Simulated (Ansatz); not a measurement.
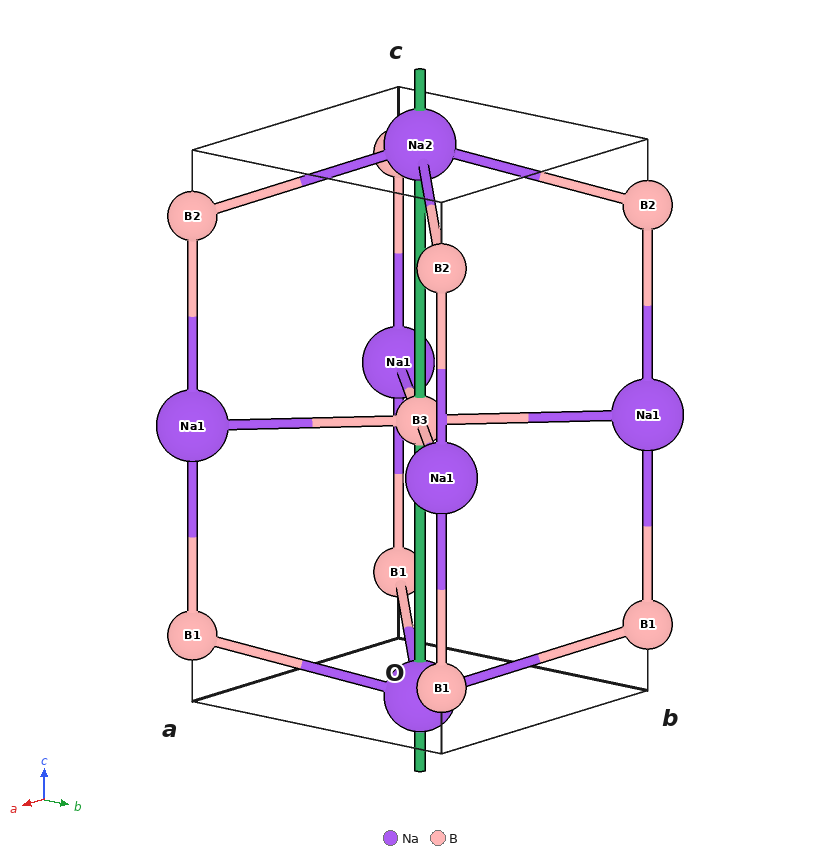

The coloured rod is the axis of a symmetry operation of the crystal. Crystal: Na2B3, the end point of a relaxation with DFT PBE, scalar-relativistic, plane waves, PAW (Ansatz); the starting structure was generated, so it need not be a known form of this composition. The drawing is computed from the coordinates (standard cell, symmetry found to 0.002 Å).

a = 3.759 Å, b = 3.759 Å, c = 6.629 Å, α = 90.00°, β = 90.00°, γ = 90.00°.

| atom | x | y | z |
| --- | --- | --- | --- |
| Na1 | 0.0000 | 0.0000 | 0.5000 |
| Na2 | 0.5000 | 0.5000 | 0.0000 |
| B1 | 0.0000 | 0.0000 | 0.1197 |
| B2 | 0.0000 | 0.0000 | 0.8803 |
| B3 | 0.5000 | 0.5000 | 0.5000 |

Take the operation x, y, z → y, −x+1, z.

> What kind of operation is it, and where does it lie?

It is a 4-fold rotation, about the line along [0 0 1] through (1/2, 1/2, 1/2).

> Onto which atom does it carry each atom (up to whole multiples of a, b and c)?

Na1 → Na1, Na2 → Na2, B1 → B1, B2 → B2, B3 → B3.

> What is the crystal's space group?

No. 123, P4/mmm.
